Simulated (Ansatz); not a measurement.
The compound is VOCl (Pmmn).

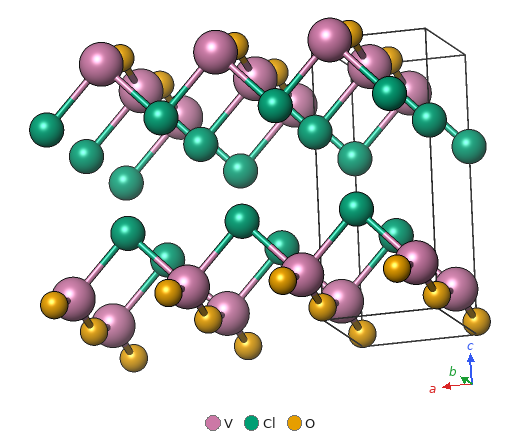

The structure (vanadium pink, chlorine teal, oxygen orange). 3×2×1 cells are drawn. Some periodic images of atoms are drawn too.

```cif
data_structure
_symmetry_space_group_name_H-M 'P 1'
_symmetry_Int_Tables_number 1
_cell_length_a 3.3000
_cell_length_b 3.7800
_cell_length_c 7.9100
_cell_angle_alpha 90.000
_cell_angle_beta 90.000
_cell_angle_gamma 90.000
_cell_volume 98.67
loop_
_atom_site_label
_atom_site_type_symbol
_atom_site_fract_x
_atom_site_fract_y
_atom_site_fract_z
_atom_site_occupancy
V1 V 0.00000 0.50000 0.11480 1
V2 V 0.50000 0.00000 0.88520 1
Cl3 Cl 0.50000 0.50000 0.32790 1
Cl4 Cl 0.00000 0.00000 0.67210 1
O5 O 0.50000 0.50000 0.95420 1
O6 O 0.00000 0.00000 0.04580 1
```

The cell and positions come from the Crystallography Open Database and are kept as given unless a step says otherwise. The program's search for lower electronic states was switched off, so nothing shows that the state found is the lowest. PAW set soft_2, made with PBE.

A constrained-RPA run (Ansatz 0.2.0; non-magnetic LDA; V d, bands v2 to c8, 6×4×2 mesh, medium accuracy) builds 10 functions on bands 3.6 eV wide, with 4.0 electrons in the window. The bare on-site interaction is 16.5 eV and the bare J 0.55 eV.

What U and J survive the screening?

On the V d shell, U = 4.20 eV (26 % of the bare value), U′ = 3.35 eV, J = 0.42 eV.

The parent state is non-magnetic and the interaction static (zero frequency); U depends on the window and the orbitals, so it belongs to this model alone.

[Paths, hosts, dates, memory and timing lines, banners, echoed tables and standing remarks are left out of the program output.]

[Logs are printed without paths, hosts, clocks, repeated set-up lines and the standing remarks that a program may print on its own settings, such as how far it seeks lower states.]

[Runs of the session that timed out or met a known fault of the program may be left out.]

[Hosts, paths, dates, database ids (printed as entryN), source tags and the programs' standing remarks are cut or masked in the printed files.]
